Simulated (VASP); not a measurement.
Band structure of Na2S (antifluorite). Computed with AM05 GGA, VASP's PBE PAW potentials (set 64) (plane waves; VASP).

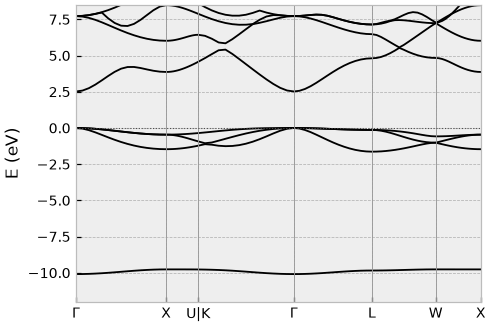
Figure: Bands along high-symmetry lines, zero at the valence-band maximum or, without a gap, the Fermi level

Question: Read the plot: is there a gap, and where are the band edges?

Answer: The gap is direct, 2.52 eV, from the valence maximum at Γ to the conduction minimum at Γ. (Edges off the drawn lines would not show.)

The compound is Na2S in the antifluorite structure. It was relaxed first.
